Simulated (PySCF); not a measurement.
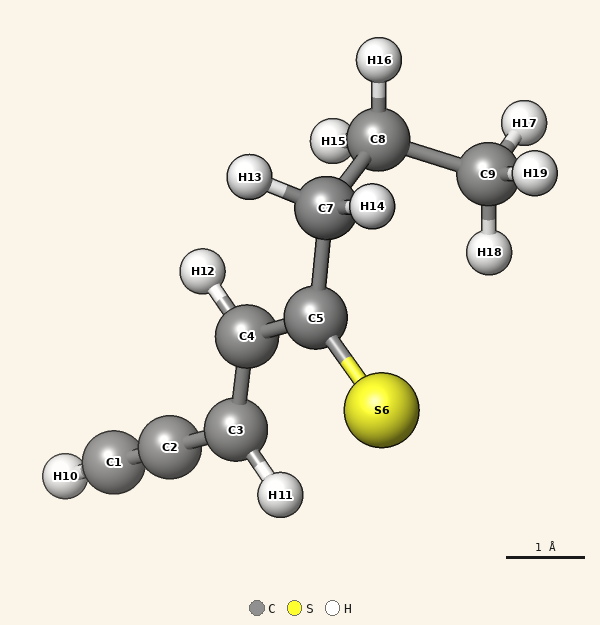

Figure 1. The structure (ball-and-stick view, seen at a tilt; atoms are numbered from 1 in the order of the input). Bond lengths as drawn: C–C 1.20 to 1.54 Å, C–H 1.05 to 1.09 Å and C–S 1.64 Å.

# C8H10S: NMR shielding calculation

C8H10S, computed with GIAO PBE0/pcSseg-1 NMR shielding, non-relativistic, gas phase (PySCF 2.14.0).

The geometry comes from this level: GFN2-xTB. Figures and captions count atoms from 1; the log counts them from 0 in places.

### The input
```
{"job": {"kind": "nmr", "xc": "PBE0", "basis": "pcSseg-1"}, "charge": 0, "multiplicity": 1}
C      4.289833    -0.181146     1.405889
C      3.267599    -0.579558     0.910324
C      2.073461    -1.043827     0.352203
C      1.136002    -0.231761    -0.178135
C     -0.098292    -0.699942    -0.735374
S     -0.445916    -2.298309    -0.891213
C     -1.089254     0.334295    -1.171369
C     -1.645627     1.130221     0.019354
C     -2.417273     0.240938     0.985202
H      5.183120     0.159576     1.838141
H      1.909562    -2.114818     0.367103
H      1.303896     0.837908    -0.187760
H     -0.600148     1.027549    -1.862910
H     -1.912670    -0.154142    -1.694572
H     -0.826299     1.618704     0.550738
H     -2.305546     1.909570    -0.367202
H     -2.826138     0.832904     1.800788
H     -1.768025    -0.522728     1.408130
H     -3.238090    -0.256182     0.473530
```

The first line tells a small driver script what to run in PySCF; the rest is the geometry in Å.

Command:
```bash
OMP_NUM_THREADS=1 python <driver script> task.json out
```

### Log
```
coarse grid: 16512 points
cycle   1  E = -708.2634717161  dE =  1.194e+00  |g| = 4.576e-01  |ddm| = 4.269e+00
cycle   2  E = -708.2287407299  dE =  3.473e-02  |g| = 5.943e-01  |ddm| = 1.332e+00
cycle   3  E = -708.3160856983  dE = -8.734e-02  |g| = 1.792e-01  |ddm| = 9.004e-01
cycle   4  E = -708.3244472253  dE = -8.362e-03  |g| = 5.439e-02  |ddm| = 2.842e-01
cycle   5  E = -708.3251704051  dE = -7.232e-04  |g| = 1.940e-02  |ddm| = 7.821e-02
cycle   6  E = -708.3252563692  dE = -8.596e-05  |g| = 7.411e-03  |ddm| = 2.426e-02
cycle   7  E = -708.3252715280  dE = -1.516e-05  |g| = 2.196e-03  |ddm| = 8.384e-03
cycle   8  E = -708.3252725694  dE = -1.041e-06  |g| = 8.737e-04  |ddm| = 2.613e-03
final grid: 155136 points
cycle   9  E = -708.3836134827  dE = -3.850e-05  |g| = 1.071e-02  |ddm| = 6.014e-02
cycle  10  E = -708.3835416082  dE =  7.187e-05  |g| = 1.874e-02  |ddm| = 3.447e-02
cycle  11  E = -708.3836429594  dE = -1.014e-04  |g| = 3.196e-03  |ddm| = 2.704e-02
cycle  12  E = -708.3836456478  dE = -2.688e-06  |g| = 5.712e-04  |ddm| = 3.810e-03
cycle  13  E = -708.3836457308  dE = -8.296e-08  |g| = 2.606e-04  |ddm| = 8.652e-04
cycle  14  E = -708.3836457480  dE = -1.728e-08  |g| = 7.216e-05  |ddm| = 2.446e-04
cycle  15  E = -708.3836457490  dE = -9.907e-10  |g| = 3.721e-05  |ddm| = 9.155e-05
cycle  16  E = -708.3836457494  dE = -3.399e-10  |g| = 9.903e-06  |ddm| = 4.485e-05
```

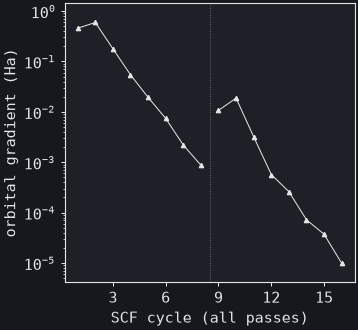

Figure 2. Convergence of the self-consistent field: orbital gradient against the SCF cycle. The dotted line marks the change from a coarse to the final integration grid. The first 8 cycles use a coarse grid, the final grid takes over at cycle 9, and the field converges after 16 cycles in all.

```
converged SCF energy = -708.3836457494

GIAO shielding tensors (ppm)
atom      isotropic    diamagn.    paramagn.     s11        s22        s33       span
  0 C       85.809     257.886    -172.077     36.303     38.102    183.022    146.720
  1 C       97.137     248.847    -151.710     -1.660     -0.133    293.203    294.862
  2 C       53.578     258.964    -205.386    -31.158     29.012    162.879    194.037
  3 C       41.596     255.314    -213.718    -70.879     52.651    143.017    213.896
  4 C      -71.276     260.014    -331.290   -236.491   -122.551    145.215    381.705
  5 S     -514.950    1057.848   -1572.797  -1874.212   -348.170    677.533   2551.745
  6 C      126.747     248.828    -122.081    106.430    117.290    156.521     50.091
  7 C      161.799     248.448     -86.649    157.788    158.565    169.043     11.255
  8 C      172.903     247.158     -74.255    162.001    173.127    183.582     21.581
  9 H       28.262      33.390      -5.129     24.702     25.136     34.947     10.245
 10 H       24.478      29.428      -4.950     19.636     25.775     28.023      8.387
 11 H       24.297      33.281      -8.984     19.078     23.115     30.700     11.623
 12 H       28.373      31.058      -2.685     26.075     26.737     32.308      6.233
 13 H       28.359      32.066      -3.707     24.954     28.661     31.463      6.508
 14 H       29.938      32.382      -2.444     25.764     28.870     35.179      9.415
 15 H       30.085      29.794       0.290     25.717     28.125     36.412     10.695
 16 H       30.711      28.220       2.491     26.109     27.876     38.147     12.038
 17 H       30.745      30.914      -0.169     25.813     31.379     35.042      9.229
 18 H       30.994      29.165       1.829     26.889     28.657     37.435     10.546
```

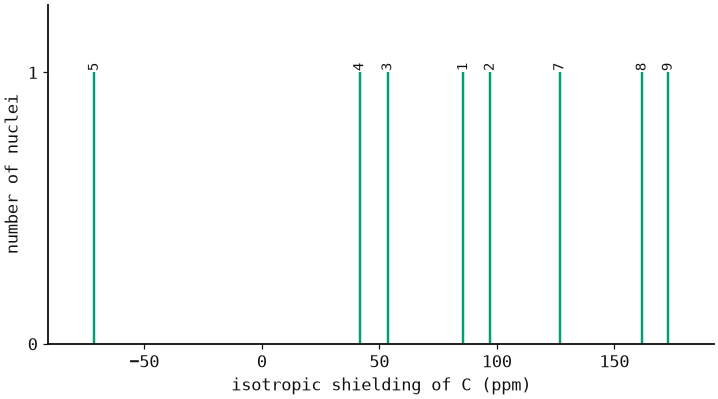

Figure 3. Isotropic shieldings of the carbon nuclei in this fixed geometry, labelled by atom number; shielding grows to the right, so chemical shift grows to the left. The least shielded is C5 (−71.3 ppm), the most shielded C9 (172.9 ppm).

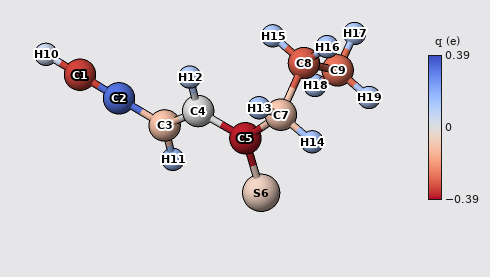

Figure 4. Mulliken charges, as the colour of each atom (ball-and-stick view, seen at a tilt; atoms are numbered from 1 in the order of the input). By element: C −0.37 to +0.32, S −0.06 and H +0.05 to +0.16 e.

### Key numbers

| quantity | value |
| --- | --- |
| outcome | converged |
| total energy | −708.383646 hartree |
| HOMO | −6.35 eV |
| LUMO | −3.01 eV |
| dipole moment | 2.92 D |
| isotropic shielding, C | −71.3 to 172.9 ppm |
| isotropic shielding, S | −514.9 ppm |
| isotropic shielding, H | 24.3 to 31.0 ppm |
| hardware | 1 CPU thread, shared host |
| wall time | 73 s |
| peak memory | 1 GiB |
